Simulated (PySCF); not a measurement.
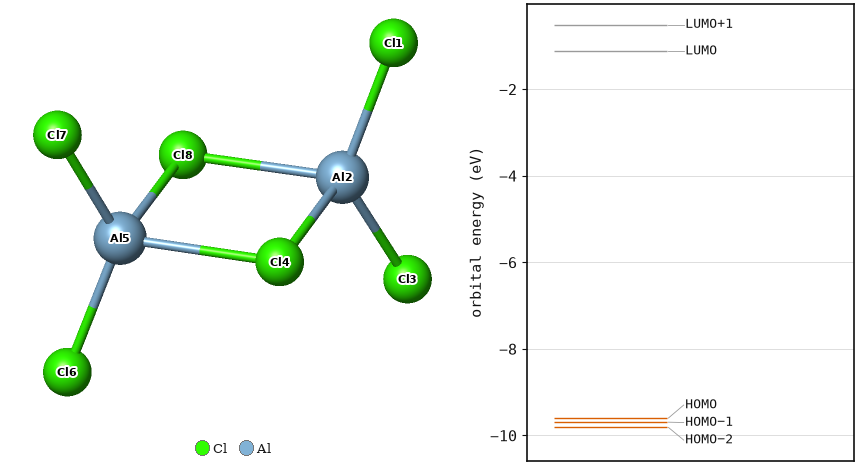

Al₂Cl₆, SMILES [Cl][Al-]1([Cl])[Cl+][Al-]([Cl])([Cl])[Cl+]1, singlet. Kohn-Sham orbital energies near the frontier, PBE0/def2-SVPD with PySCF, at a GFN2-xTB geometry (no frequency check), isolated molecule; empty levels in grey, levels within 0.03 eV side by side.

Question: Where do the frontier orbitals lie?

Answer: HOMO at −9.60 eV, LUMO at −1.12 eV, 8.48 eV apart.

Question: On which atoms do HOMO and LUMO mostly sit?

Answer: HOMO: Cl3/Cl1/Cl7/Cl6 22 % each. LUMO: Al5/Al2 24 % each, Cl6/Cl7 9 % each (Löwdin shares).

Question: List the levels with the atoms that carry most of them (a dash for levels above zero or within 0.03 eV of another, where shares mean little).

Answer:
```
orbital  energy (eV)                         Löwdin shares
 LUMO+1        −0.51  Al5/Al2 17 % each, Cl8/Cl4 14 % each
   LUMO        −1.12   Al5/Al2 24 % each, Cl6/Cl7 9 % each
   HOMO        −9.60             Cl3/Cl1/Cl7/Cl6 22 % each
 HOMO−1        −9.69             Cl3/Cl7/Cl1/Cl6 20 % each
 HOMO−2        −9.82                 Cl7/Cl6/Cl1 26 % each
```

Note: the tight-binding geometry is rougher than a DFT one and adds to the error.
